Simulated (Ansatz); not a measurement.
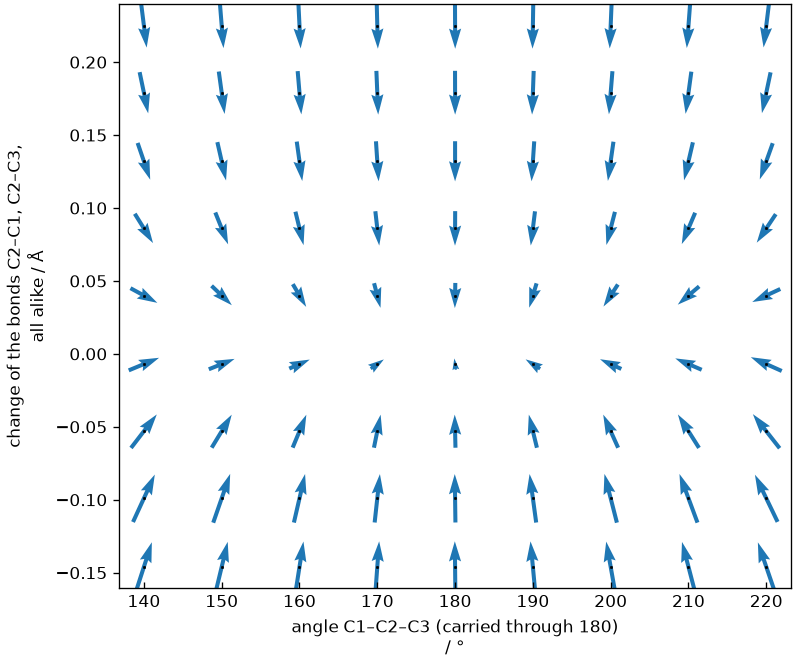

C3H4S, SMILES C#CCS. Coordinates scanned: (1) angle C1–C2–C3 (carried through 180); (2) change of the bonds C2–C1, C2–C3, all alike. Nothing is relaxed (all other coordinates rigid). Grid: 9 × 9 points. Points are written as (first, second). Level of theory: RKS r2SCAN-D4/def2-TZVP in Ansatz.

Drawn: dots at the grid points, arrows along the force (downhill), their lengths compressed.

> The arrows alone are given. Where is the energy lowest?

The arrows converge at about (179°, 0.000 Å) (read from the interpolated surface).

The energy map of the same scan:

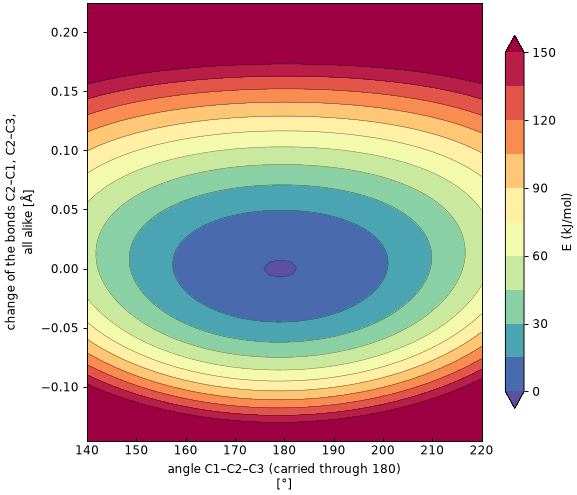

Energies are in kJ/mol, from the lowest grid point; between grid points the surface is interpolated.
